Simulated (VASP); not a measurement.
Band structure of AlP (zinc blende). Level of theory: revPBE GGA, VASP's PBE PAW potentials (set 64) (plane waves; VASP).

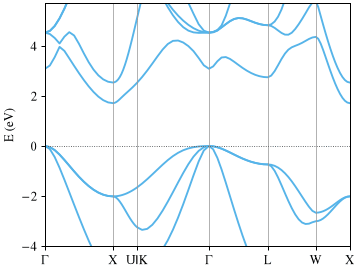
Figure. Bands along high-symmetry lines, zero at the valence-band maximum or, without a gap, the Fermi level

Problem. Read the plot: is there a gap, and where are the band edges?

Solution. The gap is indirect, 1.71 eV, from the valence maximum at Γ to the conduction minimum at X. (Edges off the drawn lines would not show.)

Measured: gap 2.54 eV (computed value off by -0.83 eV), as given by Wei Chen et al., Physical Review Materials (2018), doi:10.1103/physrevmaterials.2.073803 [zero-point renormalisation of 0.02 eV added back (the table's ZPR column)].

The compound is AlP in the zinc blende structure. It was relaxed first.
